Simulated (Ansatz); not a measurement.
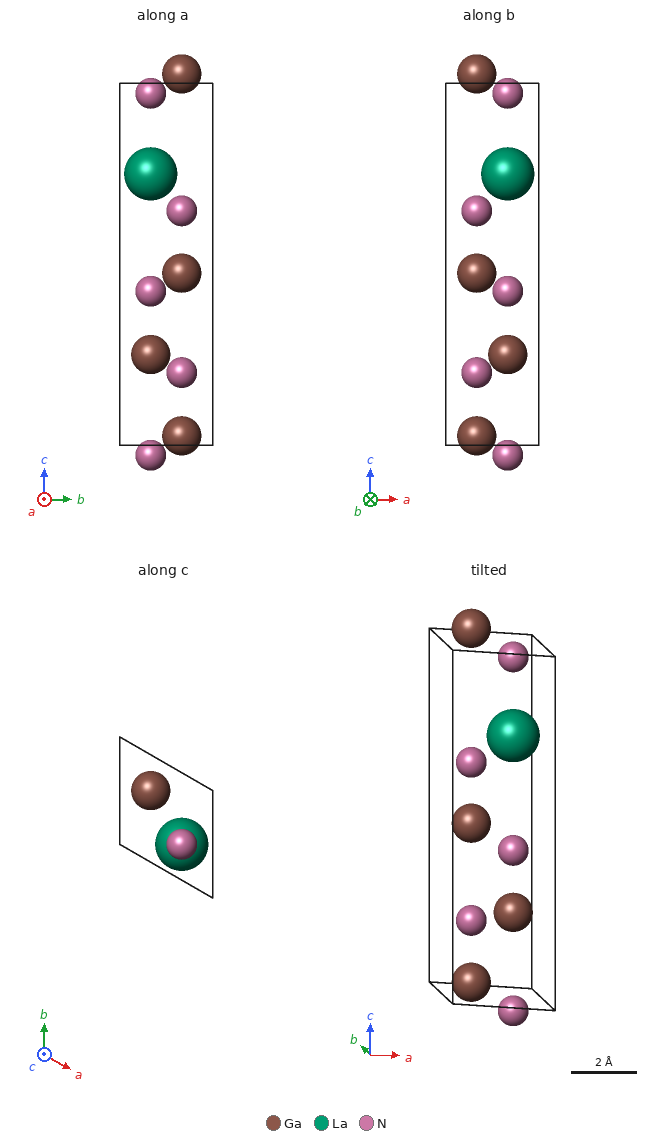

Crystal structure, spheres-only style, seen along the a axis, along the b axis, along the c axis and slightly off an axis. The lines enclose the conventional unit cell; boundary atoms appear with their images.

Lattice parameters: a = 3.3331 Å, b = 3.3331 Å, c = 11.2290 Å, α = 90.000°, β = 90.000°, γ = 120.000°.

### Set out the cell and atoms as a CIF in P1 with every atom of the cell, with free fractional coordinates to two decimals.

```cif
data_structure
_symmetry_space_group_name_H-M 'P 1'
_symmetry_Int_Tables_number 1
_cell_length_a 3.3331
_cell_length_b 3.3331
_cell_length_c 11.2290
_cell_angle_alpha 90.000
_cell_angle_beta 90.000
_cell_angle_gamma 120.000
_cell_volume 108.03
loop_
_atom_site_label
_atom_site_type_symbol
_atom_site_fract_x
_atom_site_fract_y
_atom_site_fract_z
_atom_site_occupancy
Ga1 Ga 0.3333 0.6667 0.03 1
Ga2 Ga 0.3333 0.6667 0.48 1
Ga3 Ga 0.6667 0.3333 0.25 1
La1 La 0.6667 0.3333 0.75 1
N1 N 0.3333 0.6667 0.20 1
N2 N 0.3333 0.6667 0.65 1
N3 N 0.6667 0.3333 0.43 1
N4 N 0.6667 0.3333 0.97 1
```

Provenance: a structure type filled with these elements by a generator (whether the compound takes this form wasn't checked). Earlier steps of the study, as a rule a relaxation of our own, may have changed the cell and positions, so they can lie some per cent off the listed ones. Ansatz was used for an electronic-structure calculation on it.
